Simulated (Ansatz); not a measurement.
# Work function of Be(0001): what the settings cost and change, part 2 of 2

How thick a slab and how much vacuum does the work function of Be(0001) need?

Ansatz 0.2.0; plane-wave DFT, PBE, Ansatz PAW.

So far, work function, upper face (eV): step 2 (run, setting 1 layer) 4.60; step 5 (run, 4 atoms) 5.32; step 6 (slab, 5 atoms) 5.30; step 7 (run, 6 atoms) 5.31; step 8 (run, 8 atoms) 5.32.

## Step 9: Slab, 10 atoms

System of this step: Be(0001). The cell holds 10 atoms: 10 Be. Its edges and angles: a = 2.290 Å, b = 2.290 Å, c = 34.148 Å, α = 90.0°, β = 90.0°, γ = 60.0°. Vacuum lies along c.

The input, input.yaml:

```yaml
crystal:
  lattice:
    - [2.29, 0.0, 0.0]
    - [1.145, 1.9831981747, 0.0]
    - [0.0, 0.0, 34.147935]
  atoms:
    - { symbol: Be, position: [0.6666666667, 0.6666666667, 0.2635591288] }
    - { symbol: Be, position: [0.0, 0.0, 0.3161015446] }
    - { symbol: Be, position: [0.6666666667, 0.6666666667, 0.3686439605] }
    - { symbol: Be, position: [0.0, 0.0, 0.4211863763] }
    - { symbol: Be, position: [0.6666666667, 0.6666666667, 0.4737287921] }
    - { symbol: Be, position: [0.0, 0.0, 0.5262712079] }
    - { symbol: Be, position: [0.6666666667, 0.6666666667, 0.5788136237] }
    - { symbol: Be, position: [0.0, 0.0, 0.6313560395] }
    - { symbol: Be, position: [0.6666666667, 0.6666666667, 0.6838984554] }
    - { symbol: Be, position: [0.0, 0.0, 0.7364408712] }
kpoints:
  mp_grid: { grid: [20, 20, 1] }
hamiltonian:
  xc: pbe
scf:
  occupations: { method: fermi_dirac, width: 0.1 }
  convergence: { dr2_threshold: 1.0e-09 }
efield:
  axis: 3
  dipole_correction: true
  ramp_position: 0.97
  ramp_width: 0.06
output:
  write_potential: true
  write_density: true
  volumetric_format: npy
```

Run with:

```bash
> ansatz run input.yaml --threads 2 --pin off --max-ram 3072MiB --backend cpu --events-out ev --progress --plain --runs-dir out
```

Numbers of over 12 decimals in the logs are rounded to 6 here.

Log:

```text
[...]
Crystal: 10 atoms, lattice volume = 155.084 Å³
Basis set: ecut = 420 eV, 3019 PW (Γ)
Bands: 20, of which v1, the nominal top of the filled ones, is band 10 counted from 1 (9 counted from 0)
Symmetry: 6 space group operations
k-points: 44 of 400 (time reversal used)
[...]
k-point 1: bands = [... 6 lower, -5.3922, -4.3047, -3.2476, -1.0415, -0.9506, 3.4528, 4.9092, 6.0176, ... 6 higher]
  k-point 2: bands = [... 6 lower, -5.1692, -4.0732, -2.9976, -0.8033, -0.7009, 3.5418, 5.0333, 6.2262, ... 6 higher]
  k-point 43: bands = [... 6 lower, 0.4540, 0.4690, 1.1758, 1.2420, 1.2557, 1.3330, 1.8302, 2.2709, ... 6 higher]
[key lines of the parts left out:]
SCF converged after 8 iterations
Free energy (F): -926.610421 eV
Fermi energy:    1.484728 eV
Dipole field:    D = -0.000001 V/Å  (p = -0.000001 e·Å, saw-weighted, corrected)
Work function:   Φ+ = 5.3003 eV   Φ− = 5.3003 eV
```

Wall time 27 s (2 threads of Arm Neoverse N1, shared host); peak memory 0.43 GiB.

The work function is 5.300 eV, -0.016 eV from the run “8 layers”, at 1.4 times its CPU time.

## Step 10: Run, 13 atoms

System of this step: Be(0001). The cell holds 13 atoms: 13 Be. Its edges and angles: a = 2.290 Å, b = 2.290 Å, c = 39.531 Å, α = 90.0°, β = 90.0°, γ = 60.0°. Vacuum lies along c.

input.yaml, the sections that differ from step 9:

```yaml
crystal:
  lattice:
    - [2.29, 0.0, 0.0]
    - [1.145, 1.9831981747, 0.0]
    - [0.0, 0.0, 39.53058]
  atoms:
    - { symbol: Be, position: [0.0, 0.0, 0.2276718429] }
    - { symbol: Be, position: [0.6666666667, 0.6666666667, 0.2730598691] }
    - { symbol: Be, position: [0.0, 0.0, 0.3184478953] }
    - { symbol: Be, position: [0.6666666667, 0.6666666667, 0.3638359215] }
    - { symbol: Be, position: [0.0, 0.0, 0.4092239476] }
    - { symbol: Be, position: [0.6666666667, 0.6666666667, 0.4546119738] }
    - { symbol: Be, position: [0.0, 0.0, 0.5] }
    - { symbol: Be, position: [0.6666666667, 0.6666666667, 0.5453880262] }
    - { symbol: Be, position: [0.0, 0.0, 0.5907760524] }
    - { symbol: Be, position: [0.6666666667, 0.6666666667, 0.6361640785] }
    - { symbol: Be, position: [0.0, 0.0, 0.6815521047] }
    - { symbol: Be, position: [0.6666666667, 0.6666666667, 0.7269401309] }
    - { symbol: Be, position: [0.0, 0.0, 0.7723281571] }
# kpoints, hamiltonian, scf, efield, output: as in step 9
```

Log:

```text
[...]
Crystal: 13 atoms, lattice volume = 179.529 Å³
Basis set: ecut = 420 eV, 3481 PW (Γ)
Bands: 26, of which v1, the nominal top of the filled ones, is band 13 counted from 1 (12 counted from 0)
Symmetry: 6 space group operations
k-points: 44 of 400 (time reversal used)
[...]
k-point 0: bands = [... 9 lower, -3.8518, -2.9995, -2.2503, -0.2296, -0.2049, 3.9787, 5.0461, 6.1897, ... 9 higher]
  k-point 1: bands = [... 9 lower, -3.7750, -2.9192, -2.1638, -0.1485, -0.1225, 4.0063, 5.0814, 6.2384, ... 9 higher]
  k-point 2: bands = [... 9 lower, -3.5457, -2.6793, -1.9053, 0.0934, 0.1240, 4.0861, 5.1837, 6.3773, ... 9 higher]
  k-point 43: bands = [... 9 lower, 1.3245, 1.3274, 2.0196, 2.0269, 2.1113, 2.1114, 2.1582, 2.5027, ... 9 higher]
[key lines of the parts left out:]
SCF converged after 8 iterations
Free energy (F): -1204.898884 eV
Fermi energy:    2.352430 eV
Dipole field:    D = -0.000000 V/Å  (p = -0.000000 e·Å, saw-weighted, corrected)
Work function:   Φ+ = 5.2875 eV   Φ− = 5.2874 eV
```

Run time: 39 s. Hardware: 2 threads; peak memory 0.49 GiB; 69 s of CPU time.

The work function is 5.287 eV, -0.013 eV from the run “10 layers”, at 1.5 times its CPU time.

## Step 11: Run, 7 atoms

System of this step: Be(0001). The cell holds 7 atoms: 7 Be. Its edges and angles: a = 2.290 Å, b = 2.290 Å, c = 20.765 Å, α = 90.0°, β = 90.0°, γ = 60.0°. Vacuum lies along c.

input.yaml, the sections that differ from step 10:

```yaml
crystal:
  lattice:
    - [2.29, 0.0, 0.0]
    - [1.145, 1.9831981747, 0.0]
    - [0.0, 0.0, 20.76529]
  atoms:
    - { symbol: Be, position: [0.0, 0.0, 0.2407864277] }
    - { symbol: Be, position: [0.6666666667, 0.6666666667, 0.3271909518] }
    - { symbol: Be, position: [0.0, 0.0, 0.4135954759] }
    - { symbol: Be, position: [0.6666666667, 0.6666666667, 0.5] }
    - { symbol: Be, position: [0.0, 0.0, 0.5864045241] }
    - { symbol: Be, position: [0.6666666667, 0.6666666667, 0.6728090482] }
    - { symbol: Be, position: [0.0, 0.0, 0.7592135723] }
# kpoints, hamiltonian, scf, efield, output: as in step 10
```

Log:

```text
[...]
Crystal: 7 atoms, lattice volume = 94.306 Å³
Basis set: ecut = 420 eV, 1821 PW (Γ)
Bands: 14, of which v1, the nominal top of the filled ones, is band 7 counted from 1 (6 counted from 0)
Symmetry: 6 space group operations
k-points: 44 of 400 (time reversal used)
[...]
k-point 0: bands = [... 3 lower, -5.6964, -4.3331, -2.8149, -0.2542, 0.0570, 5.0204, 6.8330, 7.1013, ... 3 higher]
  k-point 1: bands = [... 3 lower, -5.6239, -4.2587, -2.7355, -0.1767, 0.1427, 5.0577, 6.8929, 7.1885, ... 3 higher]
  k-point 2: bands = [... 3 lower, -5.4066, -4.0362, -2.4984, 0.0539, 0.3994, 5.1666, 7.0666, 7.4494, ... 3 higher]
  k-point 43: bands = [... 3 lower, 1.4573, 1.4584, 2.2041, 2.2534, 2.4121, 3.0720, 3.4076, 3.9293, ... 3 higher]
[key lines of the parts left out:]
SCF converged after 7 iterations
Free energy (F): -648.322874 eV
Fermi energy:    2.442830 eV
Dipole field:    D = 0.000001 V/Å  (p = 0.000001 e·Å, saw-weighted, corrected)
Work function:   Φ+ = 5.3165 eV (in doubt: plateau slope 1.8e-2 eV/Å)   Φ− = 5.3175 eV (in doubt: plateau slope 1.2e-2 eV/Å)
```

Wall time 12 s (2 threads); peak memory 0.32 GiB.

The work function is 5.317 eV. The program marks this work function as in doubt.

## Step 12: Run, 7 atoms (run 2)

The cell differs from the one that the last finished run ended in (c 20.765 → 24.765 Å).

input.yaml, the sections that differ from step 11:

```yaml
crystal:
  lattice:
    - [2.29, 0.0, 0.0]
    - [1.145, 1.9831981747, 0.0]
    - [0.0, 0.0, 24.76529]
  atoms:
    - { symbol: Be, position: [0.0, 0.0, 0.2826536657] }
    - { symbol: Be, position: [0.6666666667, 0.6666666667, 0.3551024438] }
    - { symbol: Be, position: [0.0, 0.0, 0.4275512219] }
    - { symbol: Be, position: [0.6666666667, 0.6666666667, 0.5] }
    - { symbol: Be, position: [0.0, 0.0, 0.5724487781] }
    - { symbol: Be, position: [0.6666666667, 0.6666666667, 0.6448975562] }
    - { symbol: Be, position: [0.0, 0.0, 0.7173463343] }
# kpoints, hamiltonian, scf, efield, output: as in step 11
```

Log:

```text
[...]
Crystal: 7 atoms, lattice volume = 112.472 Å³
Basis set: ecut = 420 eV, 2171 PW (Γ)
Bands: 14, of which v1, the nominal top of the filled ones, is band 7 counted from 1 (6 counted from 0)
Symmetry: 6 space group operations
k-points: 44 of 400 (time reversal used)
[...]
k-point 1: bands = [... 3 lower, -6.8778, -5.5127, -3.9894, -1.4304, -1.1115, 3.8097, 5.5162, 6.0771, ... 3 higher]
  k-point 2: bands = [... 3 lower, -6.6606, -5.2901, -3.7524, -1.1998, -0.8548, 3.9175, 5.7080, 6.3409, ... 3 higher]
  k-point 43: bands = [... 3 lower, 0.2034, 0.2045, 0.9502, 0.9994, 1.1582, 1.8181, 2.1537, 2.6754, ... 3 higher]
[key lines of the parts left out:]
SCF converged after 7 iterations
Free energy (F): -648.322913 eV
Fermi energy:    1.188895 eV
Dipole field:    D = -0.000002 V/Å  (p = -0.000001 e·Å, saw-weighted, corrected)
Work function:   Φ+ = 5.3197 eV   Φ− = 5.3196 eV
```

Wall time 14 s (2 threads); peak memory 0.34 GiB.

The work function is 5.320 eV, +0.003 eV from the run “7 layers, 10 Å of vacuum”, at 1.3 times its CPU time.

## Step 13: Run, 7 atoms (run 3)

The cell differs from the one that the last finished run ended in (c 24.765 → 36.765 Å).

input.yaml, the sections that differ from step 12:

```yaml
crystal:
  lattice:
    - [2.29, 0.0, 0.0]
    - [1.145, 1.9831981747, 0.0]
    - [0.0, 0.0, 36.76529]
  atoms:
    - { symbol: Be, position: [0.0, 0.0, 0.3535943821] }
    - { symbol: Be, position: [0.6666666667, 0.6666666667, 0.4023962547] }
    - { symbol: Be, position: [0.0, 0.0, 0.4511981274] }
    - { symbol: Be, position: [0.6666666667, 0.6666666667, 0.5] }
    - { symbol: Be, position: [0.0, 0.0, 0.5488018726] }
    - { symbol: Be, position: [0.6666666667, 0.6666666667, 0.5976037453] }
    - { symbol: Be, position: [0.0, 0.0, 0.6464056179] }
# kpoints, hamiltonian, scf, efield, output: as in step 12
```

Log:

```text
[...]
Crystal: 7 atoms, lattice volume = 166.970 Å³
Basis set: ecut = 420 eV, 3231 PW (Γ)
Bands: 14, of which v1, the nominal top of the filled ones, is band 7 counted from 1 (6 counted from 0)
Symmetry: 6 space group operations
k-points: 44 of 400 (time reversal used)
[...]
k-point 1: bands = [... 3 lower, -9.0021, -7.6369, -6.1136, -3.5547, -3.2358, 1.6856, 3.3743, 4.0210, ... 3 higher]
  k-point 2: bands = [... 3 lower, -8.7849, -7.4144, -5.8766, -3.3241, -2.9791, 1.7934, 3.5700, 4.2832, ... 3 higher]
  k-point 43: bands = [... 3 lower, -1.9209, -1.9198, -1.1741, -1.1248, -0.9660, -0.3062, 0.0294, 0.5511, ... 3 higher]
[key lines of the parts left out:]
SCF converged after 7 iterations
Free energy (F): -648.322911 eV
Fermi energy:    -0.935386 eV
Dipole field:    D = -0.000000 V/Å  (p = -0.000000 e·Å, saw-weighted, corrected)
Work function:   Φ+ = 5.3196 eV   Φ− = 5.3195 eV
```

It took 21 s on 2 threads; peak memory 0.4 GiB.

The work function is 5.320 eV, -0.000 eV from the run “7 layers, 14 Å of vacuum”, at 1.5 times its CPU time.

## Step 14: Comparing the runs

Times are for 2 threads of Arm Neoverse N1, shared host. The series side by side:

| no. | setting | work function, upper face (eV) | time | memory (GiB) |
| --- | --- | --- | --- | --- |
| 1 | 1 layer | 4.597 | 4.1 s | 0.3 |
| 2 | 2 layers | 5.066 | 6 s | 0.32 |
| 3 | 3 layers | 5.236 | 7.9 s | 0.35 |
| 4 | 4 layers | 5.323 | 9.9 s | 0.36 |
| 5 | 5 layers | 5.297 | 10 s | 0.33 |
| 6 | 6 layers | 5.307 | 13 s | 0.35 |
| 7 | 8 layers | 5.317 | 19 s | 0.38 |
| 8 | 10 layers | 5.300 | 27 s | 0.43 |
| 9 | 13 layers | 5.287 | 39 s | 0.49 |
| 10 | 7 layers, 10 Å of vacuum | 5.317 | 12 s | 0.32 |
| 11 | 7 layers, 14 Å of vacuum | 5.320 | 14 s | 0.34 |
| 12 | 7 layers, 26 Å of vacuum | 5.320 | 21 s | 0.4 |

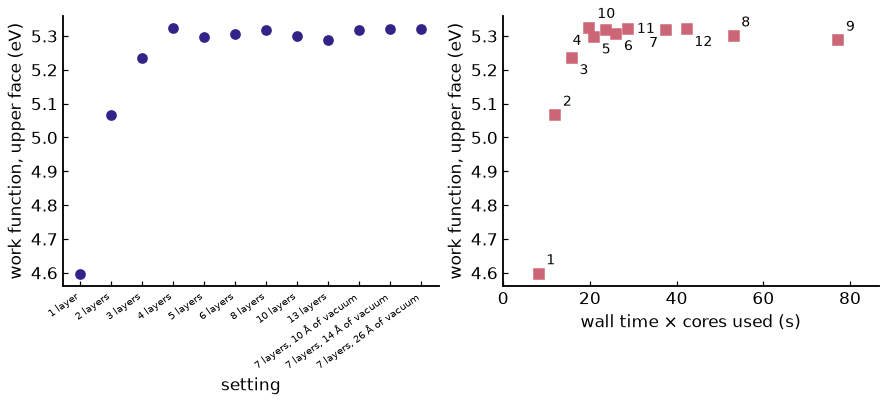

The series as plots; the last panel sets the first result against cost, with the runs numbered as in the table.

## Step 15: A changed input

System of this step: Be(0001) monolayer. The cell holds 1 atom: 1 Be. Cell: a = 2.290 Å, b = 2.290 Å, c = 18.000 Å, α = 90.0°, β = 90.0°, γ = 60.0°. Vacuum lies along c.

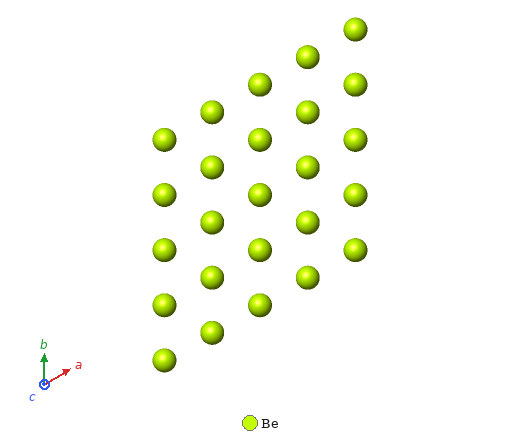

The cell of this step (beryllium green). 5×5×1 cells are drawn.

An input spoilt on purpose, to show how the run answers: it repeats the earlier run “1 layer” with kpoints.mp_grid from mp_grid to mp-grid, and scf.max_iter set to 60; its output block differs too.

input.yaml, the sections that differ from step 13:

```yaml
crystal:
  lattice:
    - [2.29, 0.0, 0.0]
    - [1.145, 1.9831981747, 0.0]
    - [0.0, 0.0, 18.0]
  atoms:
    - { symbol: Be, position: [0.6666666667, 0.6666666667, 0.5] }
kpoints:
  mp-grid: { grid: [20, 20, 1] }
scf:
  occupations: { method: fermi_dirac, width: 0.1 }
  convergence: { dr2_threshold: 1.0e-09 }
  max_iter: 60
# hamiltonian, efield, output: as in step 13
```

Log:

```text
Error: YAML parse error: error: line 9 column 3: unknown field `mp-grid`, expected one of mp_grid, list, band_path, initial_grid, further_shifts
  --> <input>:9:3
   |
 7 |     - { symbol: Be, position: [0.6666666667, 0.6666666667, 0.5] }
 8 | kpoints:
 9 |   mp-grid: { grid: [20, 20, 1] }
   |   ^ unknown field `mp-grid`, expected one of mp_grid, list, band_path, initial_grid, further_shifts
10 | hamiltonian:
11 |   xc: pbe
   |
```

Elapsed: 0.02 s, on 2 threads; peak memory 0.05 GiB.

The program refused the input before any cycle.

The program's message: “Error: YAML parse error: error: line 9 column 3: unknown field `mp-grid`, expected one of mp_grid, list, band_path, initial_grid, further_shifts”

A key was misspelt on purpose.

## Step 16: What came out

* work function, 1 layer: 4.597 eV
* work function, 4 layers: 5.323 eV
* work function, 6 layers: 5.307 eV
* work function, 13 layers: 5.287 eV

In words: The thickest slab gives 5.29 eV, and the settings tried spread the value from 4.60 to 5.32 eV. At 18 Å of vacuum, the slabs from 4 layers on stay within 0.04 eV of the thickest. Going from 10 to 26 Å of vacuum moves it by 0.003 eV. The program marks the value as in doubt in “7 layers, 10 Å of vacuum”. The ladder's slabs use the tabulated experimental lattice constant (two decimals; a low-temperature value for the alkali metals). In 1 run of the series (7 layers, 10 Å of vacuum) the program warns that electrons reach the sawtooth's ramp, which makes dipole and work function less sure.

[Logs are printed without paths, hosts, clocks, repeated set-up lines and the standing remarks that a program may print on its own settings, such as how far it seeks lower states.]

[Hosts, paths, dates, database ids (printed as entryN), source tags and the programs' standing remarks are cut or masked in the printed files.]

[Maps of the electrostatic potential energy from Ansatz leave out the sawtooth potential of an applied field or a dipole correction, so their vacuum need not be flat; planar profiles and work functions include it.]
